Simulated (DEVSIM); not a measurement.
System: illuminated Ge n-on-p cell, one wavelength, with a back-surface field, at 400 K.

| layer (left to right) | material | thickness (μm) | Nd (cm⁻³) | Na (cm⁻³) | τn (s) | τp (s) | absorption coefficient (cm⁻¹) |
|---|---|---|---|---|---|---|---|
| 1 | Ge | 0.610 | 3.2e18 | - | 4.8e-7 | 8.4e-7 | 1100 |
| 2 | Ge | 31.0 | - | 2.9e15 | 2.2e-6 | 2.2e-6 | 1100 |
| 3 | Ge | 0.270 | - | 2.1e18 | 2.2e-6 | 2.2e-6 | 1100 |

Left contact: ohmic, minority hole recombination velocity 3000 cm/s. Right contact: ohmic, minority electron recombination velocity 2e6 cm/s. Voltage is applied to the left contact. Recombination: SRH at mid-gap, radiative, Auger. Light enters at the left, 4.5e17 photons cm⁻² s⁻¹, one pass, no reflection. Mobility is μmin + (μ − μmin)/(1 + (N/Nref)^α).

Constants are typed, rounded textbook-type inputs, not results; the design itself was drawn at random and stands for no fabricated device. Values at 300 K; Nc and Nv go as T^1.5, mobilities as T to minus their exponent, the gap by Varshni's rule with the affinity fixed.

| parameter | Ge |
|---|---|
| gap (eV) | 0.664 |
| affinity (eV) | 4 |
| permittivity | 16 |
| Nc (cm⁻³) | 1.04e19 |
| Nv (cm⁻³) | 6e18 |
| μn (cm²/Vs) | 3900 |
| μp (cm²/Vs) | 1900 |
| μn,min | 150 |
| μp,min | 100 |
| Nref,n | 2.6e17 |
| Nref,p | 4e17 |
| αn | 0.56 |
| αp | 0.6 |
| T exponent of μn | 1.66 |
| T exponent of μp | 2.33 |
| B (cm³/s) | 6.4e-14 |
| Cn (cm⁶/s) | 1e-31 |
| Cp (cm⁶/s) | 1e-31 |
| Varshni α (eV/K) | 0.000477 |
| Varshni β (K) | 235 |

Simulated with DEVSIM: 1D drift-diffusion, Boltzmann statistics, complete ionisation; no tunnelling, impact ionisation, image-force lowering or self-heating.

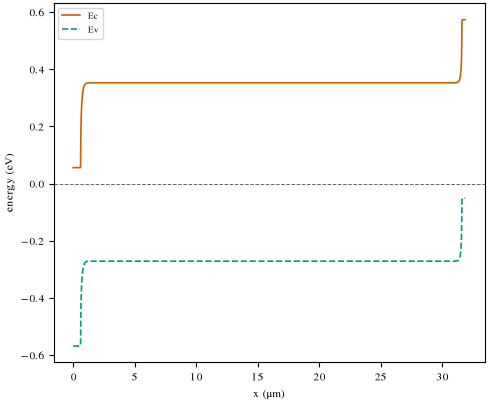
Figure. Band edges at zero bias, in the dark

Energies count from the Fermi level of the right contact; mesh points crowd at the junctions.

```json
[
 {"x (μm)": "0.000", "Ec (eV)": "0.056", "Ev (eV)": "-0.569", "n (cm⁻³)": "3.2e18", "p (cm⁻³)": "6.3e11", "field (V/cm)": "≈ 0"},
 {"x (μm)": "0.03822", "Ec (eV)": "0.056", "Ev (eV)": "-0.569", "n (cm⁻³)": "3.2e18", "p (cm⁻³)": "6.3e11", "field (V/cm)": "≈ 0"},
 {"x (μm)": "0.1384", "Ec (eV)": "0.056", "Ev (eV)": "-0.569", "n (cm⁻³)": "3.2e18", "p (cm⁻³)": "6.3e11", "field (V/cm)": "≈ 0"},
 {"x (μm)": "0.3617", "Ec (eV)": "0.056", "Ev (eV)": "-0.569", "n (cm⁻³)": "3.2e18", "p (cm⁻³)": "6.3e11", "field (V/cm)": "≈ 0"},
 {"x (μm)": "0.5536", "Ec (eV)": "0.056", "Ev (eV)": "-0.569", "n (cm⁻³)": "3.2e18", "p (cm⁻³)": "6.3e11", "field (V/cm)": "≈ 0"},
 {"x (μm)": "0.6026", "Ec (eV)": "0.060", "Ev (eV)": "-0.565", "n (cm⁻³)": "2.8e18", "p (cm⁻³)": "7.1e11", "field (V/cm)": "13000"},
 {"x (μm)": "0.6360", "Ec (eV)": "0.198", "Ev (eV)": "-0.426", "n (cm⁻³)": "5.1e16", "p (cm⁻³)": "4.0e13", "field (V/cm)": "22000"},
 {"x (μm)": "0.7704", "Ec (eV)": "0.317", "Ev (eV)": "-0.308", "n (cm⁻³)": "1.6e15", "p (cm⁻³)": "1.2e15", "field (V/cm)": "3800"},
 {"x (μm)": "1.077", "Ec (eV)": "0.351", "Ev (eV)": "-0.273", "n (cm⁻³)": "6.0e14", "p (cm⁻³)": "3.4e15", "field (V/cm)": "130"},
 {"x (μm)": "1.945", "Ec (eV)": "0.352", "Ev (eV)": "-0.272", "n (cm⁻³)": "5.8e14", "p (cm⁻³)": "3.5e15", "field (V/cm)": "≈ 0"},
 {"x (μm)": "4.201", "Ec (eV)": "0.352", "Ev (eV)": "-0.272", "n (cm⁻³)": "5.8e14", "p (cm⁻³)": "3.5e15", "field (V/cm)": "≈ 0"},
 {"x (μm)": "13.91", "Ec (eV)": "0.352", "Ev (eV)": "-0.272", "n (cm⁻³)": "5.8e14", "p (cm⁻³)": "3.5e15", "field (V/cm)": "≈ 0"},
 {"x (μm)": "24.76", "Ec (eV)": "0.352", "Ev (eV)": "-0.272", "n (cm⁻³)": "5.8e14", "p (cm⁻³)": "3.5e15", "field (V/cm)": "≈ 0"},
 {"x (μm)": "29.15", "Ec (eV)": "0.352", "Ev (eV)": "-0.272", "n (cm⁻³)": "5.8e14", "p (cm⁻³)": "3.5e15", "field (V/cm)": "≈ 0"},
 {"x (μm)": "30.96", "Ec (eV)": "0.352", "Ev (eV)": "-0.272", "n (cm⁻³)": "5.8e14", "p (cm⁻³)": "3.5e15", "field (V/cm)": "≈ 0"},
 {"x (μm)": "31.38", "Ec (eV)": "0.359", "Ev (eV)": "-0.265", "n (cm⁻³)": "4.8e14", "p (cm⁻³)": "4.2e15", "field (V/cm)": "760"},
 {"x (μm)": "31.54", "Ec (eV)": "0.401", "Ev (eV)": "-0.223", "n (cm⁻³)": "1.4e14", "p (cm⁻³)": "1.4e16", "field (V/cm)": "7100"},
 {"x (μm)": "31.60", "Ec (eV)": "0.488", "Ev (eV)": "-0.136", "n (cm⁻³)": "1.1e13", "p (cm⁻³)": "1.8e17", "field (V/cm)": "36000"},
 {"x (μm)": "31.64", "Ec (eV)": "0.573", "Ev (eV)": "-0.051", "n (cm⁻³)": "9.7e11", "p (cm⁻³)": "2.1e18", "field (V/cm)": "14"},
 {"x (μm)": "31.72", "Ec (eV)": "0.573", "Ev (eV)": "-0.051", "n (cm⁻³)": "9.7e11", "p (cm⁻³)": "2.1e18", "field (V/cm)": "≈ 0"},
 {"x (μm)": "31.82", "Ec (eV)": "0.573", "Ev (eV)": "-0.051", "n (cm⁻³)": "9.7e11", "p (cm⁻³)": "2.1e18", "field (V/cm)": "≈ 0"},
 {"x (μm)": "31.88", "Ec (eV)": "0.573", "Ev (eV)": "-0.051", "n (cm⁻³)": "9.7e11", "p (cm⁻³)": "2.1e18", "field (V/cm)": "≈ 0"}
]
```
